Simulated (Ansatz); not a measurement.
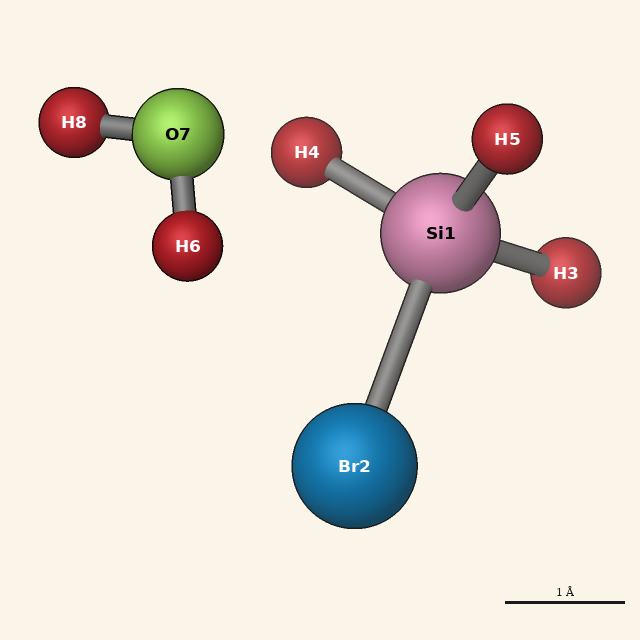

Computed geometry: PBE0-D4/def2-TZVP optimisation.

Which hydrogen bonds does the structure hold? Count O, N, F, S and Cl donors.

| D–H···A | D–H (Å) | H···A (Å) | angle (°) | kind |
| --- | --- | --- | --- | --- |
| O7–H6···Br2 | 0.96 | 2.79 | 125 | intermolecular |
